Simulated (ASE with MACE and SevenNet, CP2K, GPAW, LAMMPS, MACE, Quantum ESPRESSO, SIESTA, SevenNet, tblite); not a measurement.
# Glassy 84SiO2-16BaO (mol %) (71 atoms) in machine-learned potentials

Aim: run glassy 84SiO2-16BaO (mol %) (71 atoms) in machine-learned potentials and see how near its forces come to a plane-wave reference, and at what cost.

Calculated with ASE with MACE and SevenNet; the method is named at each step.

### Step 1. The starting structure

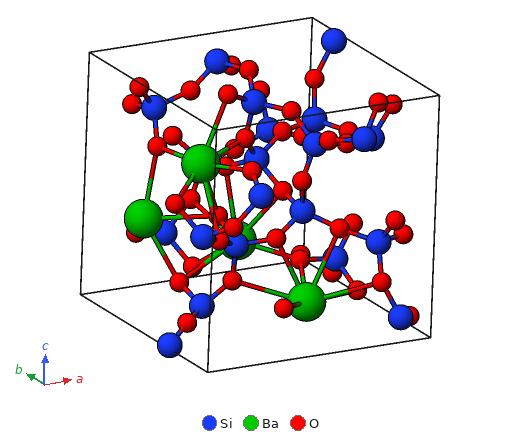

Start, viewed slightly off an axis; silicon blue, barium green, oxygen red. Bonds to atoms that aren't drawn are left out.

The cell holds 71 atoms: 21 Si, 4 Ba and 46 O. Its edges and angles: a = 10.072 Å, b = 10.072 Å, c = 10.072 Å, α = 90.0°, β = 90.0°, γ = 90.0°. 71 atoms (21 Si, 4 Ba, 46 O) placed at random at 2.83 g/cm³, melted at 4000 K for 10 ps at fixed volume with the Morse and Coulomb pair potential with partial charges (Pedone, Malavasi, Menziani, Cormack and Segre, J. Phys. Chem. B 110, 11780 (2006)). Quenched from 4000 K to 300 K at 200 K/ps and fixed volume, held 10 ps at zero pressure, then minimised at fixed cell.

The yardstick, on the same geometry:

| Property | Result |
| --- | --- |
| method | Kohn-Sham DFT, PBE, SSSP efficiency 1.3.0 pseudopotentials, plane waves (Quantum ESPRESSO 7.5); sssp-pbe-1.3.0-efficiency, cutoffs 60/480 Ry, Γ point |
| r.m.s. force component | 0.9173 eV/Å |
| longest force | 3.612 eV/Å |
| pressure | 6.599 GPa |
| gap (highest filled to lowest empty level) | 3.058 eV |
| time | 3.8 min on 4 MPI ranks of Arm Neoverse V1, shared host |
| CPU time | 15 min |

### Step 2. MACE MP-0b3 medium potential

Method: machine-learned interatomic potential MACE MP-0b3 medium, trained on PBE(+U) plane-wave data.

run.py reads:

```python
import numpy as np
from ase.io import read
import mlip  # loads the published weights by name

atoms = read("structure.xyz")
atoms.calc = mlip.calc("mace-mp-0b3-medium")
energy = atoms.get_potential_energy()
forces = atoms.get_forces()
print(f"energy {energy:.6f} eV")
print("forces (eV/A)")
for i, (a, f) in enumerate(zip(atoms, forces)):
    print(f"{i:4d} {a.symbol:2s} {f[0]:10.5f} {f[1]:10.5f} {f[2]:10.5f}")
stress = -atoms.get_stress(voigt=False) * 160.21766
print("stress (GPa, compression positive)")
for row in stress:
    print(" ".join(f"{x:10.4f}" for x in row))
```

structure.xyz reads:

```xyz
71
Lattice="10.07216 0.00000 0.00000 0.00000 10.07216 0.00000 0.00000 0.00000 10.07216" Properties=species:S:1:pos:R:3 pbc="T T T"
Si 0.04391 3.08822 0.13195
Si 6.09990 3.51287 4.70974
Si 6.82328 0.16821 8.66337
Si 9.63050 7.58071 9.96237
Si 2.50293 4.90746 0.82934
Si 4.69604 8.15180 9.63906
Si 8.64252 5.16420 1.83031
Si 6.20062 2.89303 7.66773
Si 4.76927 5.30833 8.85393
Si 8.91960 0.40692 0.88212
Si 3.38173 3.93550 3.54288
Si 5.53395 6.24152 6.07492
Si 9.27183 3.75057 7.19616
Si 4.83645 9.16345 5.11082
Si 2.60960 0.78895 6.70766
Si 8.45528 6.85773 7.10611
Si 1.96901 8.25343 8.06941
Si 7.95318 9.51648 5.88184
Si 3.55326 9.78682 2.15121
Si 0.93490 2.32989 4.74792
Si 8.46958 1.57035 3.69930
Ba 5.96977 2.72925 1.19869
Ba 2.15413 4.78125 6.82892
Ba 1.13614 7.33283 3.87567
Ba 5.03386 6.68227 2.61997
O 1.68124 7.40928 6.77736
O 4.63118 5.64313 7.26495
O 2.08061 9.49734 2.45559
O 2.16330 3.14725 4.16151
O 9.21673 6.33942 0.79862
O 3.35927 4.94150 9.49503
O 4.00600 1.11751 1.73070
O 8.23087 0.80769 2.31408
O 9.44174 5.26653 3.15067
O 7.07469 5.21587 2.00083
O 5.98538 1.48605 8.30399
O 3.45153 4.23756 1.96578
O 4.26868 8.73286 0.98828
O 4.40456 9.31544 3.57844
O 5.86844 9.03735 9.01720
O 8.66911 8.05843 5.98609
O 4.82003 3.28000 3.82621
O 1.55282 1.05355 5.46969
O 5.72199 2.98408 6.17716
O 9.98131 3.45153 8.60696
O 5.73297 4.02101 8.75291
O 9.92380 2.15383 3.62779
O 0.08189 3.13667 5.99092
O 4.90172 7.54596 5.43846
O 8.57725 0.51539 4.92106
O 0.96914 7.75294 9.23113
O 5.22947 6.58467 9.71117
O 8.71222 7.40636 8.57967
O 7.67539 0.62125 9.92047
O 9.97547 1.52513 0.42656
O 3.88473 10.00266 6.06848
[... 11 atom lines left out ...]
O 9.27767 8.94911 0.68027
O 2.96232 2.19170 7.25034
O 8.85887 3.75349 0.94124
O 6.86972 6.61721 6.91021
```

Launch:

```
$ OMP_NUM_THREADS=1 python run.py > output.txt
```

The program printed:

```text
energy -539.705245 eV
forces (eV/A)
   0 Si   -1.60029    1.47494   -0.21236
   1 Si    0.21416    0.98000    1.66879
   2 Si    0.41562   -0.34780   -0.80582
   3 Si   -0.59790   -0.90301   -1.43314
   4 Si   -0.26127    0.75642    0.31266
   5 Si   -0.96774    0.12382   -0.24206
   6 Si    0.58676    0.23355   -0.81920
   7 Si    2.12765    1.30334   -0.96745
   8 Si    0.13737    0.99500   -0.50582
   9 Si   -0.39922    0.28573   -0.73771
  10 Si   -0.39141    1.66917    0.62431
  11 Si    2.10807   -0.24160    0.49229
  12 Si   -1.09392    0.39088    0.34042
  13 Si    0.34233    0.40355    0.33901
  14 Si    0.01693   -0.55071   -0.49247
  15 Si   -0.79056   -0.08429    0.51131
  16 Si   -0.00711    0.47107   -0.37047
  17 Si   -2.50856   -0.98521    0.57432
  18 Si    0.68177   -0.57036    0.24304
  19 Si    0.37390   -0.22669    2.32900
  20 Si   -0.56442   -0.32595    1.27862
  21 Ba   -0.40062   -0.36200    0.34302
  22 Ba    0.35054   -0.22771   -0.05431
  23 Ba    0.06808   -0.10585   -0.79812
[...]
63 O     0.38004   -1.03366   -0.15086
  64 O     0.41083    0.19895   -0.29240
  65 O    -0.64656    0.45002    0.63674
  66 O     0.85345    0.28625    0.49969
  67 O     0.32022    0.00768    0.91144
  68 O     0.69465    2.16049    0.97437
  69 O    -0.44427   -0.69810   -0.32077
  70 O    -0.21430    0.09227    0.41601
stress (GPa, compression positive)
    8.0099     1.9385     2.6706
    1.9385     5.7645    -0.8202
    2.6706    -0.8202     5.7422
```

The job ended after 8.8 s (1 thread of Arm Neoverse V1, shared host; peak memory 0.94 GiB).

Banners, paths, timers and routine set-up lines are dropped from the logs unmarked, and long logs keep their key lines alone; longer cuts are marked.

Against the reference:

```yaml
r_m_s_force_component: 0.8876 eV/Å
r_m_s_difference_of_force_components: 83.45 meV/Å
longest_difference_of_force_vectors: 387.6 meV/Å
force_difference_over_r_m_s_force: 9.098 %
slope_of_forces_against_the_reference_s: 0.964
correlation_of_force_components: 0.9963
pressure: 6.505 GPa
pressure_difference: -0.0932 GPa
```

Length of the force difference by element (eV/Å):

```tsv
element	atoms	mean	most
Ba	4	0.10	0.13
O	46	0.10	0.33
Si	21	0.16	0.39
```

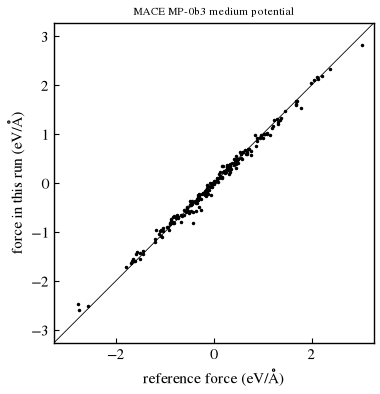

Force components against those of the reference; the line marks equality.

Local excerpt of 9 atoms (numbers count through the whole input) about Ba24, one of the 4 Ba atoms; x, y, z are measured from there.

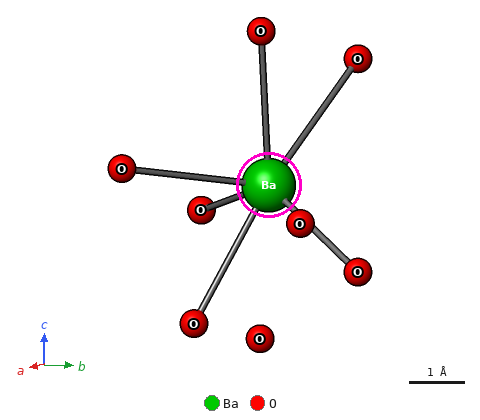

The atoms of the table, within 3.8 Å (arrows a, b, c point along x, y, z); some may hide others; the central atom is ringed.

```tsv
atom	x	y	z	distance (Å)	Fx	Fy	Fz (eV/Å)
Ba24	0.00	0.00	0.00	0.00	0.07	-0.11	-0.80
O28	0.94	2.16	-1.42	2.76	-2.60	-1.40	0.66
O34	-1.77	-2.07	-0.72	2.81	1.62	0.63	2.05
O62	1.13	-1.02	-2.49	2.91	-0.40	2.19	0.98
O26	0.55	0.08	2.90	2.95	-0.18	-1.45	-1.64
O60	2.21	-2.00	0.44	3.01	-0.24	1.30	0.60
O41	-2.54	0.73	2.11	3.38	1.25	-0.17	-0.96
O30	-1.99	-0.99	-3.08	3.80	0.47	0.60	-0.42
O39	3.27	1.98	-0.30	3.83	0.59	-0.82	-0.62
```

Atoms are counted from 1 here, from 0 in the log.

Forces lie 9.1 % from the reference's, at 0.0095 times its CPU time (on 1 against 4 cores).

### Step 3. SevenNet l3i5 potential

Method: machine-learned interatomic potential SevenNet l3i5, trained on PBE(+U) plane-wave data.

Changes to run.py since step 2:

```diff
@@ -5,3 +5,3 @@
 atoms = read("structure.xyz")
-atoms.calc = mlip.calc("mace-mp-0b3-medium")
+atoms.calc = mlip.calc("7net-l3i5")
 energy = atoms.get_potential_energy()
```

structure.xyz is that of step 2.

The program printed:

```text
energy -539.450562 eV
forces (eV/A)
   0 Si   -1.60622    1.48528   -0.16168
   1 Si    0.14200    1.04418    1.61955
   2 Si    0.48222   -0.28965   -0.82324
   3 Si   -0.48719   -0.94537   -1.33992
   4 Si   -0.30253    0.87569    0.39901
   5 Si   -1.24008    0.23615    0.00039
   6 Si    0.65963    0.30928   -0.43739
   7 Si    2.07913    1.17835   -0.89892
   8 Si    0.00889    0.99628   -0.48772
   9 Si   -0.32933    0.21548   -0.63559
  10 Si   -0.50055    1.55136    0.54127
  11 Si    1.95907   -0.26748    0.43993
  12 Si   -1.03434    0.38211    0.31848
  13 Si    0.09727    0.51531    0.11876
  14 Si    0.09129   -0.23957   -0.36085
  15 Si   -0.57780   -0.00344    0.57782
  16 Si   -0.03657    0.42763   -0.43149
  17 Si   -2.50610   -1.06711    0.67244
  18 Si    0.54819   -0.30397    0.24745
  19 Si    0.41008   -0.29863    2.25341
  20 Si   -0.41745   -0.32960    1.11332
  21 Ba   -0.37794   -0.43588    0.39137
  22 Ba    0.35441   -0.17033   -0.07987
  23 Ba    0.02208   -0.14343   -0.96464
[...]
63 O     0.35129   -1.15606   -0.18323
  64 O     0.43330    0.16724   -0.30561
  65 O    -0.76593    0.39817    0.67835
  66 O     0.88613    0.29018    0.49980
  67 O     0.29319   -0.02653    0.83435
  68 O     0.69217    2.20798    0.91545
  69 O    -0.49143   -0.85533   -0.38971
  70 O    -0.28374    0.07526    0.40259
stress (GPa, compression positive)
    8.1631     1.9417     2.7635
    1.9417     5.6745    -0.8176
    2.7635    -0.8176     5.7667
```

Elapsed: 10 s, on 1 thread; peak memory 1.3 GiB.

Against the reference:

```yaml
r_m_s_force_component: 0.8988 eV/Å
r_m_s_difference_of_force_components: 60.55 meV/Å
longest_difference_of_force_vectors: 271.5 meV/Å
force_difference_over_r_m_s_force: 6.602 %
slope_of_forces_against_the_reference_s: 0.9779
correlation_of_force_components: 0.998
pressure: 6.535 GPa
pressure_difference: -0.0639 GPa
```

Against the first run (9.1 %), the force difference from the reference is 6.6 %, at 1.2 times the CPU time.

### Step 4. MACE MPA-0 medium potential

Method: machine-learned interatomic potential MACE MPA-0 medium, trained on PBE(+U) plane-wave data.

Changes to run.py since step 3:

```diff
@@ -5,3 +5,3 @@
 atoms = read("structure.xyz")
-atoms.calc = mlip.calc("7net-l3i5")
+atoms.calc = mlip.calc("mace-mpa-0-medium")
 energy = atoms.get_potential_energy()
```

structure.xyz is that of step 3.

The program printed:

```text
energy -539.187293 eV
forces (eV/A)
   0 Si   -1.50563    1.41360   -0.19732
   1 Si    0.02355    1.12433    1.69717
   2 Si    0.46558   -0.31576   -0.81495
   3 Si   -0.41274   -0.82382   -1.59965
   4 Si   -0.07452    0.61551    0.25925
   5 Si   -1.16275    0.18639   -0.11534
   6 Si    0.43925    0.34486   -0.69119
   7 Si    2.18933    1.30892   -0.99899
   8 Si   -0.02327    1.02531   -0.44588
   9 Si   -0.29951    0.33864   -0.66066
  10 Si   -0.40368    1.62689    0.51098
  11 Si    2.11674   -0.24924    0.39702
  12 Si   -1.17870    0.45183    0.39835
  13 Si    0.22448    0.36580    0.25412
  14 Si    0.01953   -0.62486   -0.47673
  15 Si   -0.73999   -0.02752    0.57125
  16 Si   -0.00843    0.49750   -0.34907
  17 Si   -2.61140   -1.05631    0.57982
  18 Si    0.82403   -0.62495    0.18457
  19 Si    0.49111   -0.11634    2.24608
  20 Si   -0.55589   -0.25652    1.16790
  21 Ba   -0.42499   -0.33849    0.30918
  22 Ba    0.40236   -0.14236   -0.03954
  23 Ba    0.04777   -0.04212   -0.65801
[...]
63 O     0.29360   -1.10086   -0.12790
  64 O     0.48712    0.25172   -0.30973
  65 O    -0.66051    0.51294    0.58635
  66 O     0.86421    0.32829    0.58176
  67 O     0.31783   -0.03218    0.90563
  68 O     0.75925    2.22194    1.03032
  69 O    -0.42751   -0.76114   -0.32174
  70 O    -0.22074    0.09510    0.43307
stress (GPa, compression positive)
    8.3945     2.0893     2.8278
    2.0893     5.8272    -0.7958
    2.8278    -0.7958     5.7856
```

It took 8.2 s on 1 thread; peak memory 0.94 GiB.

Compared with the plane-wave run:

- r.m.s. force component: 0.9032 eV/Å
- r.m.s. difference of force components: 80.33 meV/Å
- longest difference of force vectors: 415.8 meV/Å
- force difference over r.m.s. force: 8.757 %
- slope of forces against the reference's: 0.9809
- correlation of force components: 0.9962
- pressure: 6.669 GPa
- pressure difference: 0.0704 GPa

Against the first run (9.1 %), the force difference from the reference is 8.8 %, at 0.96 times the CPU time.

### Step 5. The ladder

Differences are against the plane-wave reference, forces as r.m.s. over components; share is that over the reference's r.m.s. force, slope the least-squares factor from reference forces to these. Total energies of different programs have different zeros and aren't compared.

```tsv
run	Δ force, r.m.s. (meV/Å)	share (%)	slope	Δ pressure (GPa)	cores	CPU time	memory (GiB)
reference	-	-	-	-	4	15 min	3.1
MACE MP-0b3 medium potential	83.4	9.10	0.964	-0.0932	1	8.6 s	0.94
SevenNet l3i5 potential	60.6	6.60	0.978	-0.0639	1	10 s	1.3
MACE MPA-0 medium potential	80.3	8.76	0.981	0.0704	1	8.2 s	0.94
```

Times of the machine-learned potentials are mostly Python's start and the loading of weights.

CPU time is summed over cores on a shared host, where runs went side by side, so it is rough. Symmetry, cutoffs, thresholds, outputs and thread counts weren't matched or tuned between programs; memory under MPI is the largest rank's times the ranks.

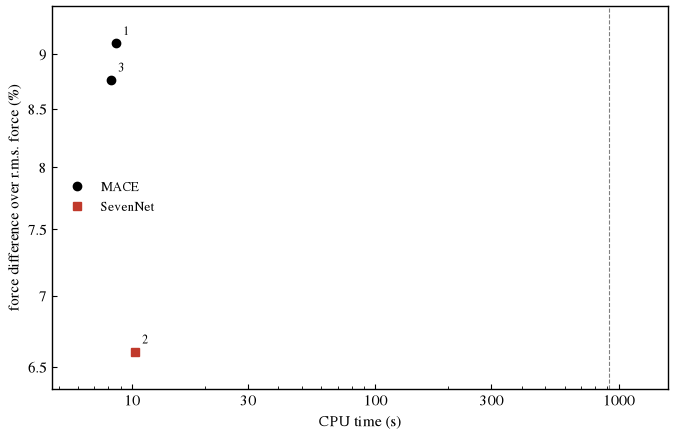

Force difference against CPU time; the dashed line marks the reference's time. Points: 1 MACE MP-0b3 medium potential; 2 SevenNet l3i5 potential; 3 MACE MPA-0 medium potential.

### Step 6. Summary of results

| Property | Result |
| --- | --- |
| nearest in forces | SevenNet l3i5 potential, 6.6 % |
| its CPU time | 10 s |

Machine-learned potentials differ by 6.6 % (SevenNet l3i5 potential) to 9.1 % (MACE MP-0b3 medium potential); they were trained on other programs' data. The reference's pressure holds the uncorrected Pulay stress of its 60 Ry basis, so small pressure differences, and their order, may be the reference's own error. Machine-learned potentials mimic data converged in k, so the reference's own k-point error enters their differences. The quench rate of 200 K/ps is many orders above laboratory rates, so the cell is likely richer in defects and strain than a real sample. The network of bonds at the start is that of the classical potential that made the cell, and needn't be the one that DFT or experiment would give. The reference's pressure of 6.6 GPa belongs to a cell and atoms that aren't relaxed at this level. The electronic-structure runs sample only Γ, in a cell whose shortest periodic width is 10 Å. Spin–orbit coupling is left out, which matters for the levels of the heavy elements.

[Also dropped from logs without a mark: logging warnings of Python, and SIESTA's first energy breakdown and zero terms.]

[Logs are printed without paths, hosts, clocks, repeated set-up lines and the standing remarks that a program may print on its own settings, such as how far it seeks lower states.]

[Hosts, paths, dates, database ids (printed as entryN), source tags and the programs' standing remarks are cut or masked in the printed files.]
